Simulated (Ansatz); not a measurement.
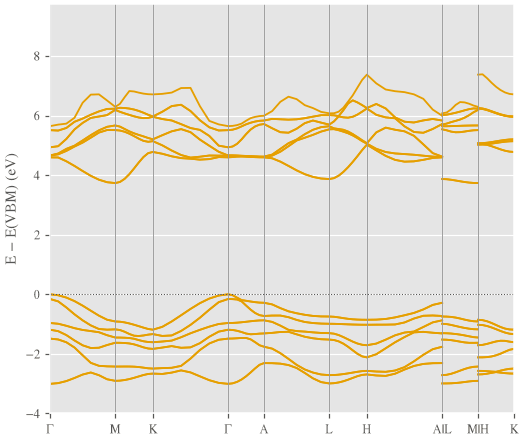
Figure. Band structure from the program Ansatz at the r²SCAN+D4 with spin–orbit coupling level (PAW)

Problem. Read off the gap and where the band edges lie.

Solution. About 3.7 eV (3.73 eV by a search for the band edges); maximum at Γ, minimum at M.

The material is CaI2 (CdI2 type, space group No. 164).

Space group P-3m1 (CdI2 type). The first step of the workflow began from a Materials Project structure, measured or hypothetical; the Crystallography Open Database files this formula in space group No. 164, but the cells were not matched. Its standing as an ambient phase is unchecked. The cell was relaxed with r²SCAN+D4 under the symmetry of its start; phonons on a q-mesh show no instability.

Potentials: the later of the program's two PAW sets.
